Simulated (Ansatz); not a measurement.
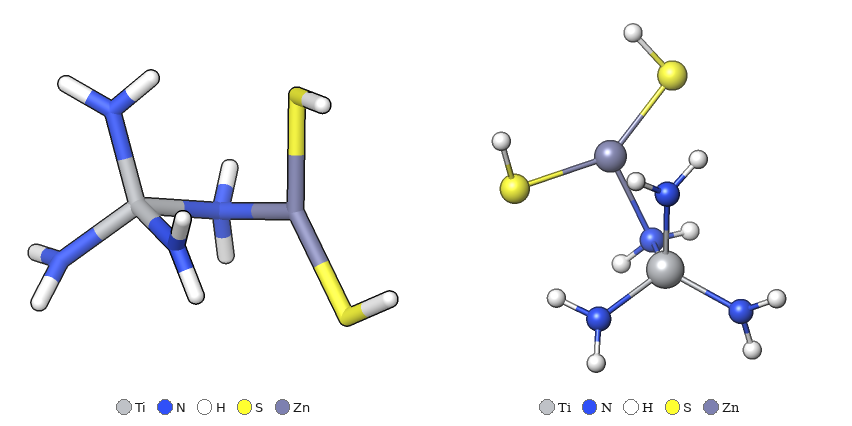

The same structure drawn twice, from different directions.

The species is neutral and a spin singlet. The geometry was computed by an optimisation with PBE0-D4/def2-TZVP.

**Give the formula.**

H10N4S2TiZn, 18 atoms: 10 hydrogen, 4 nitrogen, 2 sulfur, 1 titanium and 1 zinc.

**Which point group does it belong to?**

C1.

**Count the bonded pairs by element.**

8 N–H, 4 N–Ti, 2 S–H, 2 S–Zn, 1 N–Zn. Sticks follow a distance rule.

The parts below concern this one geometry. Atoms keep their numbers from picture to picture.

Vibrations

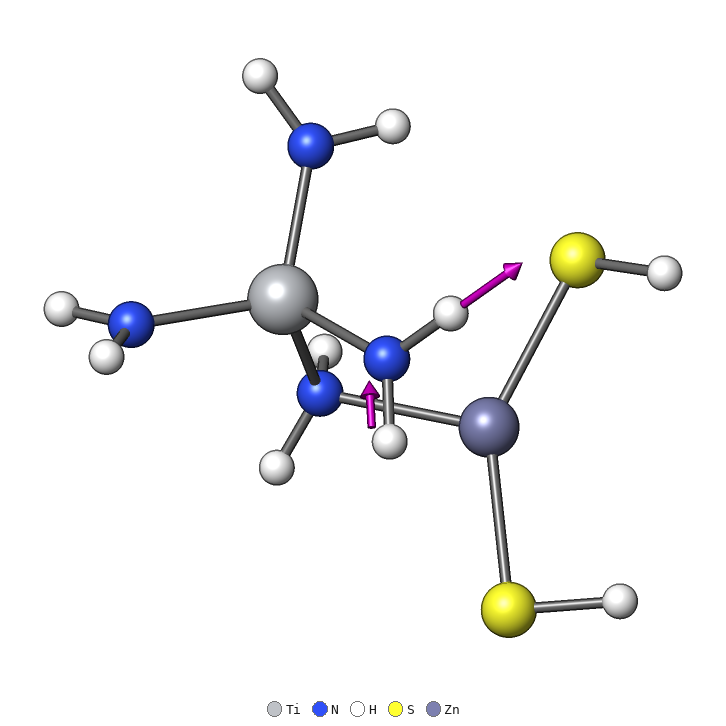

The arrows show one normal mode. Harmonic vibrations computed with RKS PBE0-D4/def2-TZVP (Ansatz 0.2.0) at a stationary point of the same level.

**What kind of motion is it?**

Mostly out-of-phase stretching of 2 N–H bonds.

**At what wavenumber does it lie?**

3639 cm⁻¹; it is mode 46 of 48 counted from the lowest.

Electronic properties

Properties computed with RKS PBE0-D4/def2-TZVPP (Ansatz 0.2.0).

What does the calculation give?

- HOMO energy (Kohn–Sham orbital): −6.32 eV
- LUMO energy (Kohn–Sham orbital): −1.76 eV
- HOMO–LUMO gap: 4.55 eV
- dispersion correction: −54.3 kJ/mol

Dipole moment

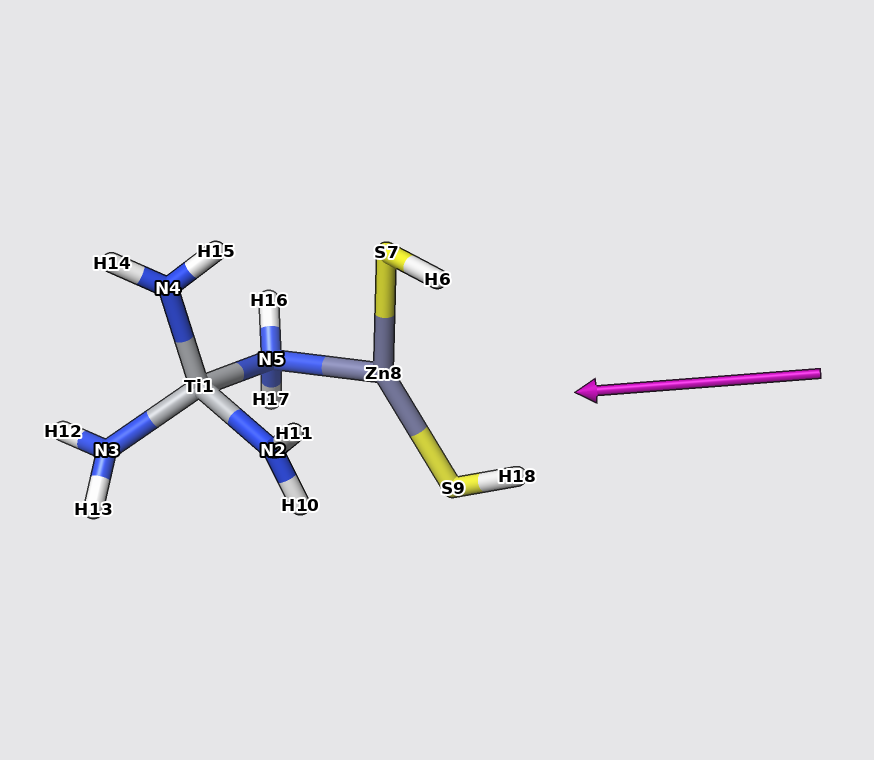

The arrow beside the molecule shows the direction of the dipole moment, from the negative to the positive end (its length means nothing). Properties computed with RKS PBE0-D4/def2-TZVP (Ansatz 0.2.0).

**Estimate the dipole moment.**

5.69 D; it points from the side of H18 to the side of H12 (the outermost atoms at the two ends).

Charges

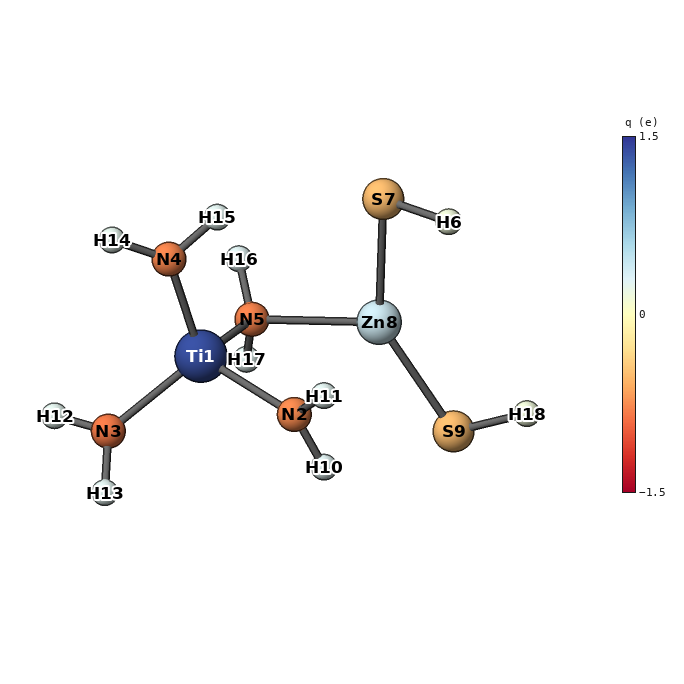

Atoms are coloured by their Mulliken charges. Properties computed with RKS PBE0-D4/def2-TZVP (Ansatz 0.2.0).

**Which atom carries the highest charge (most positive or least negative)?**

Ti1 (1.37 e).

**And the lowest?**

N3 (−0.83 e).

Give the Mulliken charges atom by atom.

| atom | value (e) |
| --- | --- |
| Ti1 | 1.37 |
| N2 | −0.76 |
| N3 | −0.83 |
| N4 | −0.78 |
| N5 | −0.79 |
| H6 | 0.15 |
| S7 | −0.50 |
| Zn8 | 0.39 |
| S9 | −0.50 |
| H10 | 0.27 |
| H11 | 0.26 |
| H12 | 0.25 |
| H13 | 0.26 |
| H14 | 0.24 |
| H15 | 0.26 |
| H16 | 0.27 |
| H17 | 0.27 |
| H18 | 0.15 |

Mulliken values depend strongly on the basis set and can even reverse the polarity of a bond.
